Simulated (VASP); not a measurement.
Band structure of Hf₃TiN₄ (ordered alloy cell). All values below come from PBEsol GGA, VASP's PBE PAW potentials (set 64) (plane waves; VASP).

Unless said otherwise, spin-orbit coupling is left out, though it shifts the bands of the heavy elements here.

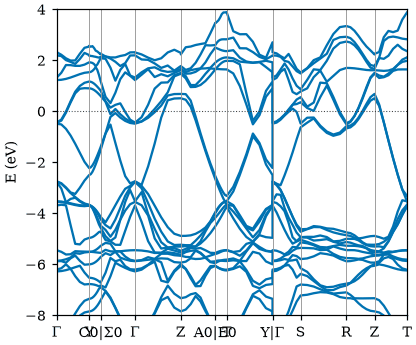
Figure. Bands along high-symmetry lines, zero at the valence-band maximum or, without a gap, the Fermi level

Task: Read the plot: is there a gap, and where are the band edges?

Result: It has no gap at this level: it comes out as a metal or semimetal. (Edges off the drawn lines would not show.)

The structure was generated: Hf3TiN4 was put into an ordered model structure (Cmmm), which need not be its known phase. It was relaxed first.
